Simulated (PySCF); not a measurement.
## Electronic structure of C$_{5}$H$_{7}$GeN in real space

Input

```
{"job": {"kind": "uv", "xc": "CAM-B3LYP", "basis": "def2-SVPD", "nstates": 8, "ntriplets": 3}, "charge": 0, "multiplicity": 1}
N      2.841014     1.035018     1.123428
C      2.030580     0.788303     0.353298
C      0.988797     0.472862    -0.576220
C      0.710882    -1.009844    -0.551138
C     -0.424149    -1.463597    -0.047016
C     -1.461991    -0.523244     0.490032
Ge    -0.755849     1.272895     0.025206
H      1.305284     0.799325    -1.571242
H      1.478002    -1.667425    -0.933731
H     -0.638045    -2.522403    -0.005167
H     -2.438701    -0.740992     0.055625
H     -1.558506    -0.653440     1.569982
H     -0.611408     2.249287     1.156209
H     -1.466588     1.962784    -1.111431
```

Run with:

```sh
OMP_NUM_THREADS=1 python probes_run.py task.json out
```

Geometry: GFN2-xTB.

Computed with CAM-B3LYP/def2-SVPD, SCF density, gas phase in PySCF 2.14.0.

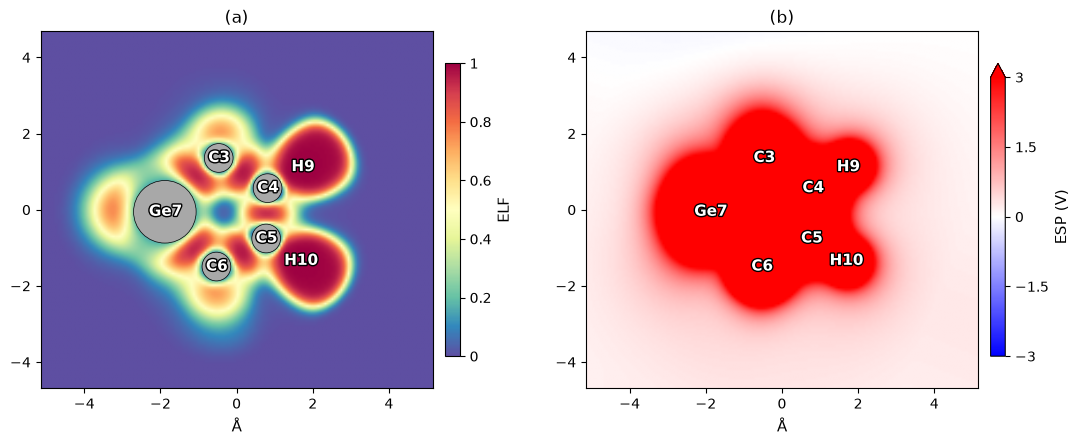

Figure 1. (a) ELF; (b) molecular electrostatic potential on the plane of atoms C5, C4 and H9. Grey discs cover the atomic cores in the ELF map.

> What do the fields say about this system?

- Atoms in the plane: C, Ge and H.
- C–C (1.32 Å): the ELF peaks at about 0.90 between the atoms: a multiple bond.
- C–Ge (1.99 Å): the ELF peaks at about 0.95 in the valence shell of C, 0.7 Å from its nucleus, and is about 0.75 at the midpoint.
- C–H (1.08 Å): the ELF climbs to about 1 towards the hydrogen, as it does in any bond to H: an ordinary covalent bond to hydrogen.
- C–C (1.50 Å): the ELF peaks at about 0.95 between the atoms: a covalent bond.
- The potential has no marked negative region in this plane.

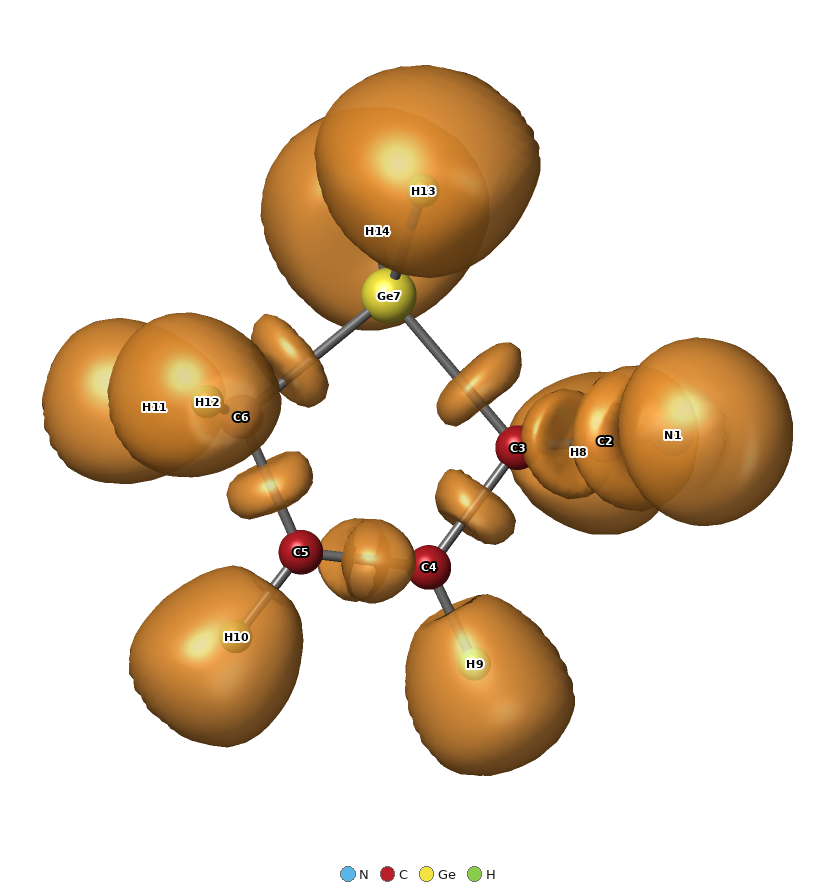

Figure 2. Isosurface of the ELF at 0.8 (orange), seen across its widest extent. Only the valence region is drawn (cores and ρ < 0.01 e/Å³ removed).

> Where are the electrons localised?

At this value the surface marks out four regions between bonded C–C atoms (shared pairs), one region between bonded C–N atoms (shared pairs), seven regions around hydrogen nuclei, two lobes of the valence shell of C pointing towards Ge (polar bonds) and one lobe on N, pointing away from the bonds (lone pairs). Profiles from the grid: C–N (1.14 Å): the ELF peaks at about 0.85 between the atoms: a multiple bond.

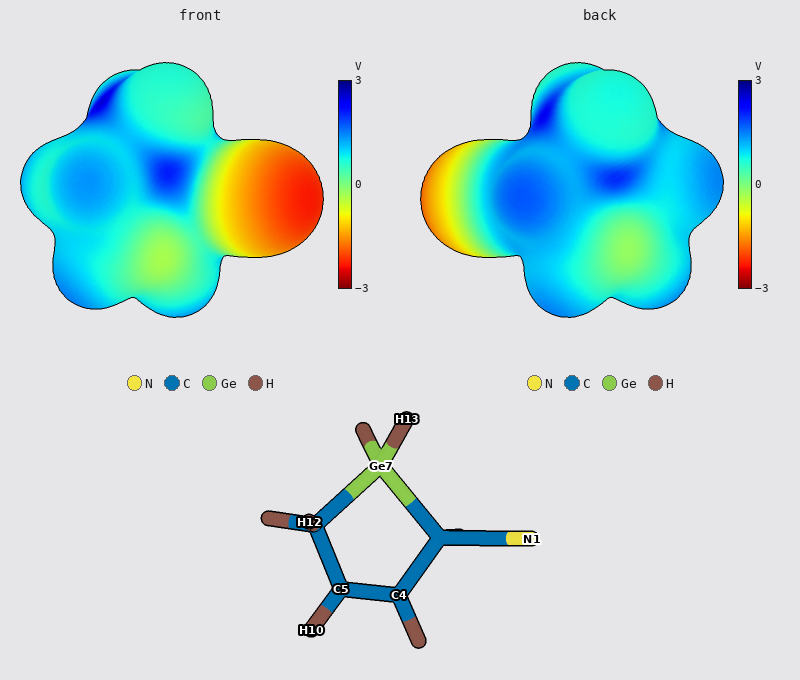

Figure 3. The electrostatic potential painted on the density surface at 0.004 e/bohr³, seen from the front and from behind; red is negative and blue positive. The bare structure is drawn below in the same view.

> Describe the electrostatic potential map.

The most negative region (about −2.3 V) lies over N1, the most positive (about +2.3 V) over Ge7. N1 is the likeliest acceptor of a hydrogen bond.

> What dipole moment does the calculation give?

Its dipole moment is 4.57 D.
